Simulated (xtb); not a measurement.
**Calculation of the molecule and its ions, with input and output: C₂H₃BrFGa**

C₂H₃BrFGa, SMILES C=[CH][Ga]([F])[Br], computed with GFN2-xTB (xtb 6.7.1).

The geometry was optimised with GFN2-xTB.

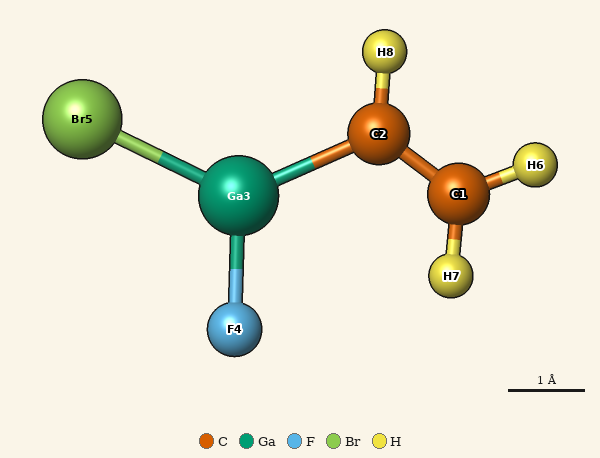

The input geometry (ball-and-stick view, seen on its broad side; atoms are numbered from 1 in the order of the input). Sticks mark near contacts.

Input (input.xyz):
```
8
start
C     -0.94234000    -0.54684000     1.03127300
C      0.10505000     0.20656300     0.75108900
Ga     0.72237100     0.35566400    -1.16995200
F     -0.21956800    -0.56237600    -2.34543200
Br     2.46921200     1.53883400    -2.07357200
H     -1.31385300    -0.66104800     2.04067000
H     -1.47826700    -1.08622800     0.26040600
H      0.65739400     0.75542100     1.50551700
```

File .CHRG:
```
0
```

File .UHF:
```
0
```

Launched with:
```bash
xtb --acc 10 --gfn2 --vipea -- input.xyz > out.txt
```

The program's output:
```
* xtb version 6.7.1
   ID    Z sym.   atoms
    1    6 C      1, 2
    2   31 Ga     3
    3    9 F      4
    4   35 Br     5
    5    1 H      6-8

           -------------------------------------------------
          |                Calculation Setup                |
           -------------------------------------------------

          program call               : xtb --acc 10 --gfn2 --vipea -- input.xyz
          coordinate file            : input.xyz
          omp threads                :                     1

           -------------------------------------------------
          |                 G F N 2 - x T B                 |
           -------------------------------------------------

      * Hamiltonian:
        H0-scaling (s, p, d)           1.850000    2.230000    2.230000
        zeta-weighting                 0.500000
      * Dispersion:
        s8                             2.700000
        a1                             0.520000
        a2                             5.000000
        s9                             5.000000
      * Repulsion:
        kExp                           1.500000    1.000000
        rExp                           1.000000
      * Coulomb:
        alpha                          2.000000
        third order                    shell-resolved
        anisotropic                    true
        a3                             3.000000
        a5                             4.000000
        cn-shift                       1.200000
        cn-exp                         4.000000
        max-rad                        5.000000

          ...................................................
          :                      SETUP                      :
          :.................................................:
          :  # basis functions                  35          :
          :  # atomic orbitals                  33          :
          :  # shells                           15          :
          :  # electrons                        28          :
          :  max. iterations                   250          :
          :  Hamiltonian                  GFN2-xTB          :
          :  restarted?                      false          :
          :  GBSA solvation                  false          :
          :  PC potential                    false          :
          :  electronic temp.          300.0000000     K    :
          :  accuracy                   10.0000000          :
          :  -> integral cutoff          0.2000000E+02      :
          :  -> integral neglect         0.1000000E-06      :
          :  -> SCF convergence          0.1000000E-04 Eh   :
          :  -> wf. convergence          0.1000000E-02 e    :
          :  Broyden damping             0.4000000          :
          :  net charge                          0          :
          :  unpaired electrons                  0          :
          ...................................................

 iter      E             dE          RMSdq      gap      omega  full diag
   1    -15.9915490 -0.159915E+02  0.131E+01    4.19       0.0  T
   2    -16.0156323 -0.240832E-01  0.812E+00    3.90       1.0  T
   3    -16.0060614  0.957086E-02  0.381E+00    4.01       1.0  T
   4    -16.0096302 -0.356883E-02  0.214E+00    3.92       1.0  T
   5    -16.0241448 -0.145145E-01  0.101E+00    3.99       1.0  T
   6    -16.0243149 -0.170170E-03  0.722E-01    3.98       1.0  T
   7    -16.0247817 -0.466729E-03  0.387E-01    3.99       1.0  T
   8    -16.0248593 -0.776626E-04  0.218E-01    3.98       1.0  T
   9    -16.0249176 -0.582389E-04  0.626E-02    3.98       1.0  T
  10    -16.0249186 -0.992241E-06  0.208E-02    3.97       1.7  T
  11    -16.0249191 -0.573472E-06  0.111E-02    3.98       3.2  T
  12    -16.0249192 -0.972442E-07  0.641E-03    3.98       5.5  T
  13    -16.0249193 -0.291469E-07  0.183E-03    3.98      19.3  T

   *** convergence criteria satisfied after 13 iterations ***

         #    Occupation            Energy/Eh            Energy/eV
      -------------------------------------------------------------
         1        2.0000           -0.8522981             -23.1922
       ...           ...                  ...                  ...
         8        2.0000           -0.4938420             -13.4381
         9        2.0000           -0.4936284             -13.4323
        10        2.0000           -0.4812407             -13.0952
        11        2.0000           -0.4741887             -12.9033
        12        2.0000           -0.4491312             -12.2215
        13        2.0000           -0.4461117             -12.1393
        14        2.0000           -0.4404817             -11.9861 (HOMO)
        15                         -0.2943814              -8.0105 (LUMO)
        16                         -0.2785331              -7.5793
        17                         -0.1445681              -3.9339
        18                         -0.0529250              -1.4402
        19                         -0.0147497              -0.4014
       ...                                ...                  ...
        33                          2.2653375              61.6430
      -------------------------------------------------------------
                  HL-Gap            0.1461003 Eh            3.9756 eV
             Fermi-level           -0.3674315 Eh           -9.9983 eV

 SCC (total)                   0 d,  0 h,  0 min,  0.015 sec
 SCC setup                      ...        0 min,  0.000 sec (  1.043%)
 Dispersion                     ...        0 min,  0.000 sec (  0.478%)
 classical contributions        ...        0 min,  0.000 sec (  0.166%)
 integral evaluation            ...        0 min,  0.002 sec ( 13.453%)
 iterations                     ...        0 min,  0.009 sec ( 58.850%)
 molecular gradient             ...        0 min,  0.004 sec ( 23.722%)
 printout                       ...        0 min,  0.000 sec (  2.047%)

         :::::::::::::::::::::::::::::::::::::::::::::::::::::
         ::                     SUMMARY                     ::
         :::::::::::::::::::::::::::::::::::::::::::::::::::::
         :: total energy             -15.907132575846 Eh    ::
         :: gradient norm              0.000045456136 Eh/a0 ::
         :: HOMO-LUMO gap              3.975591607549 eV    ::
         ::.................................................::
         :: SCC energy               -16.024917466304 Eh    ::
         :: -> isotropic ES            0.034646552983 Eh    ::
         :: -> anisotropic ES         -0.003443644789 Eh    ::
         :: -> anisotropic XC         -0.008669039630 Eh    ::
         :: -> dispersion             -0.004782121748 Eh    ::
         :: repulsion energy           0.117784890458 Eh    ::
         :: add. restraining           0.000000000000 Eh    ::
         :: total charge               0.000000000000 e     ::
         :::::::::::::::::::::::::::::::::::::::::::::::::::::

           -------------------------------------------------
          |        vertical delta SCC IP calculation        |
           -------------------------------------------------

 iter      E             dE          RMSdq      gap      omega  full diag
   1    -15.4658301 -0.154658E+02  0.286E+00    3.98       0.0  T
   2    -15.4628850  0.294510E-02  0.265E+00    4.00       1.0  T
   3    -15.4722743 -0.938928E-02  0.165E+00    3.98       1.0  T
   4    -15.4636111  0.866315E-02  0.158E+00    3.97       1.0  T
   5    -15.4753072 -0.116961E-01  0.127E+00    3.97       1.0  T
   6    -15.4771633 -0.185612E-02  0.110E+00    4.02       1.0  T
   7    -15.4800765 -0.291323E-02  0.832E-01    4.01       1.0  T
   8    -15.4335247  0.465518E-01  0.376E+00    4.03       1.0  T
   9    -15.4367440 -0.321925E-02  0.362E+00    4.03       1.0  T
  10    -15.4104092  0.263348E-01  0.445E+00    4.02       1.0  T
  11    -15.4819120 -0.715028E-01  0.613E-01    4.04       1.0  T
  12    -15.4818414  0.706152E-04  0.631E-01    4.05       1.0  T
  13    -15.4437639  0.380775E-01  0.329E+00    4.05       1.0  T
  14    -15.4819753 -0.382114E-01  0.314E-01    4.04       1.0  T
  15    -15.4818983  0.770223E-04  0.274E-01    4.04       1.0  T
  16    -15.4819659 -0.675432E-04  0.208E-01    4.04       1.0  T
  17    -15.4819952 -0.293611E-04  0.102E-01    4.04       1.0  T
  18    -15.4819957 -0.432361E-06  0.753E-02    4.04       1.0  T
  19    -15.4819983 -0.267816E-05  0.348E-02    4.04       1.0  T
  20    -15.4819998 -0.146443E-05  0.138E-02    4.04       2.6  T
  21    -15.4820001 -0.277899E-06  0.157E-03    4.04      22.5  T
  22    -15.4820001 -0.547201E-09  0.297E-03    4.04      11.9  T
     SCC iter.                  ...        0 min,  0.013 sec
     gradient                   ...        0 min,  0.004 sec
------------------------------------------------------------------------
empirical IP shift (eV):    4.8455
delta SCC IP (eV):    9.9281
------------------------------------------------------------------------
           -------------------------------------------------
          |        vertical delta SCC EA calculation        |
           -------------------------------------------------

 iter      E             dE          RMSdq      gap      omega  full diag
   1    -16.1501064 -0.161501E+02  0.106E+01    0.24       0.0  T
   2    -16.1859472 -0.358407E-01  0.793E+00    0.21       1.0  T
   3    -16.1279726  0.579746E-01  0.537E+00    0.29       1.0  T
   4    -16.1405135 -0.125409E-01  0.894E+00    0.07       1.0  T
   5    -16.2028620 -0.623485E-01  0.360E+00    0.60       1.0  T
   6    -16.2067044 -0.384247E-02  0.337E+00    0.56       1.0  T
   7    -16.2068274 -0.122930E-03  0.295E+00    0.59       1.0  T
   8    -16.2108440 -0.401666E-02  0.193E+00    0.46       1.0  T
   9    -16.2114018 -0.557789E-03  0.154E+00    0.40       1.0  T
  10    -16.2121370 -0.735208E-03  0.822E-01    0.31       1.0  T
  11    -16.2122216 -0.846051E-04  0.647E-01    0.29       1.0  T
  12    -16.2123082 -0.865818E-04  0.431E-01    0.27       1.0  T
  13    -16.2123818 -0.736137E-04  0.110E-01    0.23       1.0  T
  14    -16.2123863 -0.452039E-05  0.429E-02    0.21       1.0  T
  15    -16.2123860  0.297131E-06  0.512E-02    0.21       1.0  T
  16    -16.2123868 -0.808727E-06  0.269E-02    0.22       1.3  T
  17    -16.2123871 -0.284044E-06  0.759E-03    0.22       4.7  T
  18    -16.2123872 -0.274728E-07  0.283E-04    0.22     124.9  T
     SCC iter.                  ...        0 min,  0.010 sec
     gradient                   ...        0 min,  0.005 sec
------------------------------------------------------------------------
empirical EA shift (eV):    4.8455
delta SCC EA (eV):    0.2558
------------------------------------------------------------------------
           -------------------------------------------------
          |                Property Printout                |
           -------------------------------------------------

    * Orbital Energies and Occupations

         #    Occupation            Energy/Eh            Energy/eV
      -------------------------------------------------------------
         1        2.0000           -0.6770768             -18.4242
       ...           ...                  ...                  ...
         3        2.0000           -0.4554362             -12.3931
         4        2.0000           -0.3979196             -10.8279
         5        2.0000           -0.3561420              -9.6911
         6        2.0000           -0.3315875              -9.0230
         7        2.0000           -0.3127442              -8.5102
         8        2.0000           -0.2947027              -8.0193
         9        2.0000           -0.2942485              -8.0069
        10        2.0000           -0.2792696              -7.5993
        11        2.0000           -0.2621854              -7.1344
        12        2.0000           -0.2567980              -6.9878
        13        2.0000           -0.2517384              -6.8502
        14        2.0000           -0.2357613              -6.4154
        15        0.9857           -0.0797299              -2.1696 (HOMO)
        16        0.0143           -0.0716893              -1.9508 (LUMO)
        17                          0.0513141               1.3963
        18                          0.1469637               3.9991
        19                          0.1843840               5.0173
        20                          0.2031729               5.5286
        21                          0.2159498               5.8763
        22                          0.2206412               6.0040
        23                          0.2352311               6.4010
        24                          0.2445812               6.6554
        25                          0.3058560               8.3228
        26                          0.3095553               8.4234
       ...                                ...                  ...
        33                          2.4545534              66.7918
      -------------------------------------------------------------
                  HL-Gap            0.0080406 Eh            0.2188 eV
             Fermi-level           -0.1167276 Eh           -3.1763 eV

     #   Z          covCN         q      C6AA      α(0)
     1   6 C        2.867    -0.072    29.792     8.947
     2   6 C        2.762    -0.117    30.940     9.109
     3  31 Ga       2.400    -0.082   220.958    33.335
     4   9 F        0.692    -0.366    13.114     4.276
     5  35 Br       0.816    -0.310   193.461    22.425
     6   1 H        0.925    -0.040     3.848     3.067
     7   1 H        0.925     0.013     2.835     2.633
     8   1 H        0.925    -0.027     3.570     2.955

 Mol. C6AA /au·bohr⁶  :       2334.246784
 Mol. C8AA /au·bohr⁸  :     127514.370498
 Mol. α(0) /au        :         86.747335

Wiberg/Mayer (AO) data.
largest (>0.10) Wiberg bond orders for each atom

 ---------------------------------------------------------------------------
     #   Z sym  total        # sym  WBO       # sym  WBO       # sym  WBO
 ---------------------------------------------------------------------------
     1   6 C    3.976 --     2 C    1.953     7 H    0.966     6 H    0.962
     2   6 C    3.776 --     1 C    1.953     8 H    0.945     3 Ga   0.766
     3  31 Ga   3.141 --     5 Br   1.156     4 F    1.071     2 C    0.766
     4   9 F    1.129 --     3 Ga   1.071
     5  35 Br   1.259 --     3 Ga   1.156
     6   1 H    0.994 --     1 C    0.962
     7   1 H    1.000 --     1 C    0.966
     8   1 H    0.999 --     2 C    0.945
 ---------------------------------------------------------------------------

Topologies differ in total number of bonds
Writing topology from bond orders to xtbtopo.mol

molecular dipole:
                 x           y           z       tot (Debye)
 q only:       -1.274      -0.555       2.489
   full:       -2.885      -1.595       3.635      12.473
molecular quadrupole (traceless):
                xx          xy          yy          xz          yz          zz
 q only:        1.065      -7.018       7.295       8.590       3.119      -8.360
  q+dip:       -6.405     -18.839      10.659      21.790      12.072      -4.254
   full:       -6.689     -19.799      10.873      21.796      11.923      -4.184

           -------------------------------------------------
          | TOTAL ENERGY              -16.094600473169 Eh   |
          | GRADIENT NORM               0.068026537126 Eh/α |
          | HOMO-LUMO GAP               0.218795261510 eV   |
           -------------------------------------------------

------------------------------------------------------------------------
------------------------------------------------------------------------
 total:
 *  cpu-time:     0 d,  0 h,  0 min,  0.073 sec
 * ratio c/w:     0.972 speedup
 SCF:
 *  cpu-time:     0 d,  0 h,  0 min,  0.050 sec
 * ratio c/w:     0.968 speedup
```

Standard error:
```
normal termination of xtb
```

Summary:

```json
{"quantity": "outcome", "value": "converged"}
{"quantity": "electrons treated", "value": "28"}
{"quantity": "total energy", "value": "−15.907133 hartree"}
{"quantity": "dispersion energy", "value": "−0.004782 hartree"}
{"quantity": "basis functions", "value": "35"}
{"quantity": "hardware", "value": "1 thread of Intel Xeon @ 2.50GHz (Skylake/Cascade Lake), 189 GiB of memory available, shared host"}
{"quantity": "peak memory", "value": "0.073 GiB"}
```

Settings chosen away from the usual ones: method = gfn2-xtb; task = vipea; x = {"accuracy": 10}; geo = {"prev": "A"}. These settings are looser than, or depart from, a standard set-up, so the numbers are not reference values for this system.
